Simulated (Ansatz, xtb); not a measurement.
Stretching the Ge3–C2 bond in C2H6GeO3 (SMILES C=[CH][Ge]([OH])([OH])[OH]) (multiplicity 1 held, fragments rigid). Energies count from the point at 1.925 Å.
Geometry at that point (charge 0, multiplicity 1):
```xyz
12

C      2.53337    -0.13959     0.58777
C      1.65818     0.02690    -0.39770
Ge    -0.24090     0.00809    -0.08245
O     -0.45057    -0.13096     1.68088
O     -1.11121     1.44032    -0.70161
O     -1.08092    -1.31788    -0.91220
H      2.21523    -0.30054     1.61077
H      3.60293    -0.12306     0.40640
H      1.99878     0.18494    -1.41526
H     -1.30005    -0.51668     1.91876
H     -0.96260     2.23087    -0.17271
H     -1.85330    -0.98997    -1.38660
```

Restricted levels (R-, RO-) in cc, def2 and unpolarised 6-31G sets keep to the state of the molecule at rest. Unrestricted levels (U-) break spin symmetry where that is lower. Levels need not reach the same state.

Frozen-core correlation. Filled d and f shells under p-block atoms count as core.

The values were computed with Ansatz (an electronic-structure program) with Gaussian orbitals; xtb for the GFN methods.  The GFN methods have no spin term and hold the electronic entropy of 300 K.

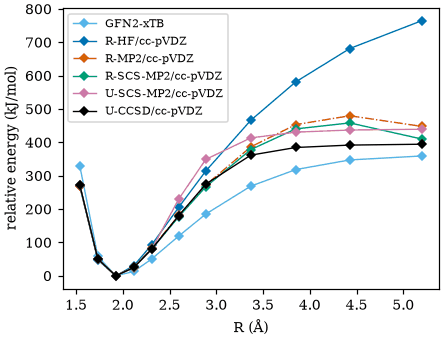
Fig. 1. Relative energy along the coordinate

**Question.** Read off the GFN2-xTB curve at R = 2.599.

**Answer.** about 120 kJ/mol

Doubts at one or more of the structures used: a restricted determinant that unrestricted orbitals would lower (R-HF/cc-pVDZ, R-MP2/cc-pVDZ, R-SCS-MP2/cc-pVDZ); a spin-contaminated determinant (U-SCS-MP2/cc-pVDZ, U-CCSD/cc-pVDZ); the program's own flag: large difference (U-CCSD/cc-pVDZ).
